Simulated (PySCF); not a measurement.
## A study: GeH₆N₂, SMILES `[NH2][GeH2][NH2]`

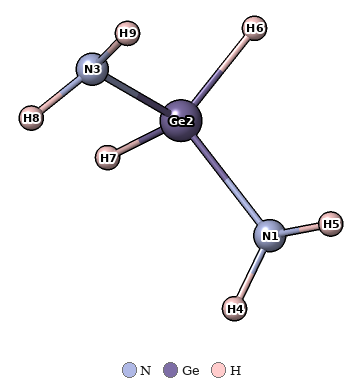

The molecule, with its atoms numbered as below. No frequency check shows the geometry to be a minimum.

Coordinates in Å:

```
N1      -1.5608   -0.5975    0.0000
Ge2      0.0000    0.3327   -0.0000
N3       1.5607   -0.5975    0.0000
H4      -1.7870   -1.1420    0.8194
H5      -1.7869   -1.1423   -0.8193
H6      -0.0001    1.1442   -1.2514
H7       0.0001    1.1444    1.2513
H8       1.7871   -1.1419    0.8194
H9       1.7870   -1.1421   -0.8193
```

## 1. Excited states

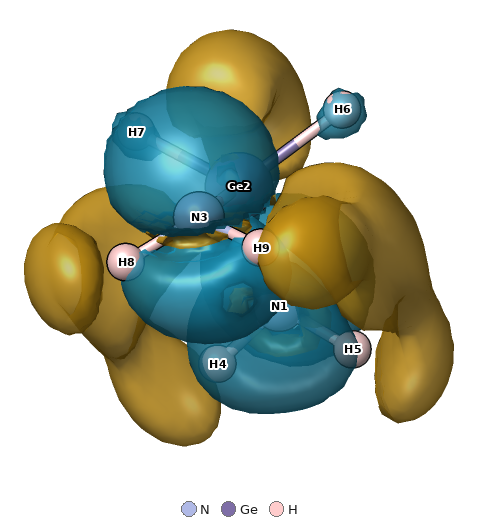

Unrelaxed difference density of S₃ less the ground state (TDA singlet states), ±0.01 e/Å³; yellow: gain, teal: loss.

Computed with PySCF, PBE0/def2-TZVP, geometry: GFN2-xTB. Without diffuse functions Rydberg states are missing, so the states' numbers hold for this basis only.

> How does the charge move on excitation?

0.74 e is displaced in all, of which about 0.5 e passes between atoms: N1 and N3 (0.25 e each) lose electrons and Ge2 (0.16 e) and H4, H5, H8 and H9 (0.07 e each) gain them. The state: 7.35 eV (169 nm), f = 0.015, partly diffuse acceptor orbital, which a basis without diffuse functions describes poorly; the leading pair carries 79 %; hole on N1 and N3 (36 % each) and Ge2 (11 %), electron on Ge2 (27 %), N1 and N3 (11 % each) and H4, H5, H8 and H9 (10 % each) (atom shares of so diffuse an orbital are rough) (shares are of the whole state, not of the leading pair alone); their centroids lie 0.2 Å apart.

## 2. Removing or adding an electron

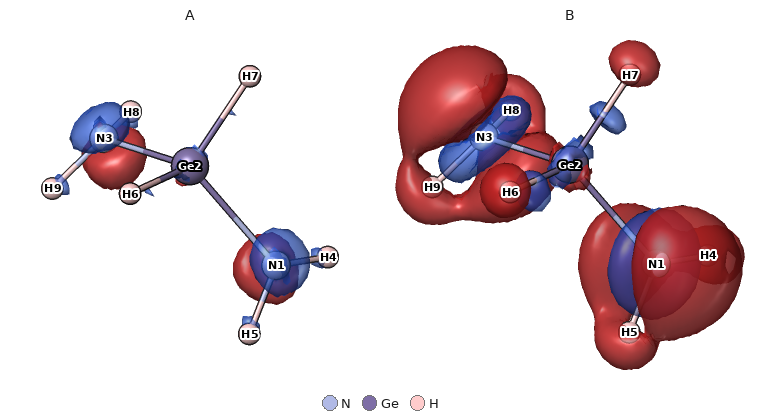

The two Fukui functions at ±0.03 e/Å³ (red positive, blue negative).

Computed with PySCF, BP86/def2-SVP, geometry: GFN2-xTB.

> Which panel is f⁻ (electron removed) and which f⁺ (electron added)?

A is f⁺, B is f⁻. f⁻ (Hirshfeld-condensed) is largest on N1 and N3 (0.23 each); the vertical ionisation energy is 8.56 eV. f⁺ (Hirshfeld-condensed) is largest on Ge2 (0.20) and H4, H5, H8 and H9 (0.13 each); the vertical electron affinity is −2.72 eV (the stability of the anion's solution wasn't checked; negative, but this basis has no diffuse functions, so it doesn't show that the anion is unbound).

> What chemical potential and hardness follow from the two energies?

μ = −(I + A)/2 = −2.92 eV and η = I − A = 11.28 eV.

## 3. Stretching a bond

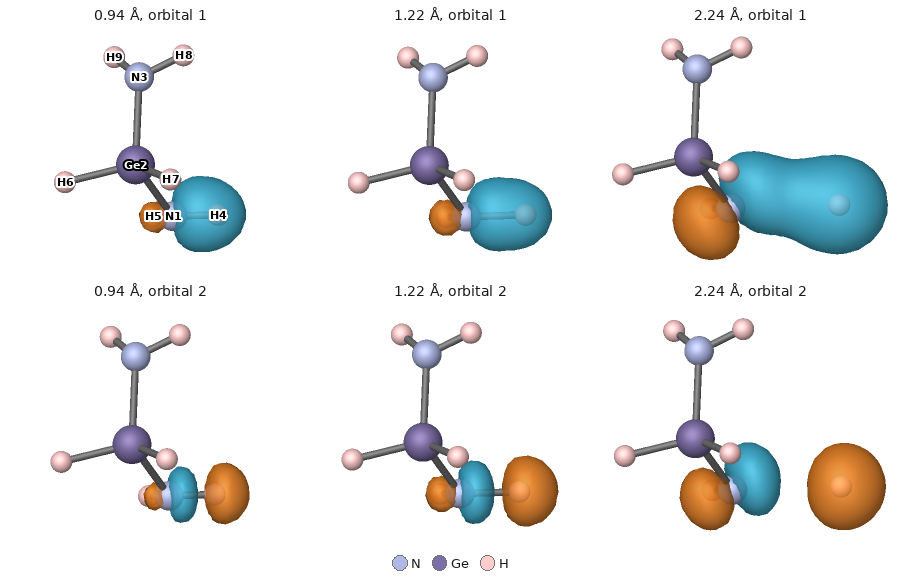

Rigid stretch of the N1–H4 bond. The two CASSCF(2,2) natural orbitals nearest half filling (orbital 1 the more occupied).

PySCF calculation, def2-SVP basis, gas phase; geometry: GFN2-xTB.

> How do the occupations change along the stretch?

0.94 Å: 1.99 and 0.01; 1.22 Å: 1.96 and 0.04; 2.24 Å: 1.48 and 0.52. At the longest distance computed (2.86 Å) they are 1.17 and 0.83, and the effective number of unpaired electrons is 1.9.

> Where does the UHF solution part from RHF?

Between 1.38 Å (⟨S²⟩ = 0, the two coincide) and 1.58 Å (⟨S²⟩ = 0.29); at 2.86 Å ⟨S²⟩ is 1.00 and UHF lies 4.5 eV below RHF.

> How much energy does the stretch cost?

By CASSCF, 4.3 eV from the lowest point of the scan (1.02 Å) to 2.86 Å; RHF gives 8.2 eV from its own lowest point. The fragments aren't relaxed and dynamic correlation is missing, so this isn't a bond dissociation energy.

The PySCF runs shown took 6.6 min, 3.9 min and 6.3 min on 1 thread of Arm Neoverse V1 (shared host).
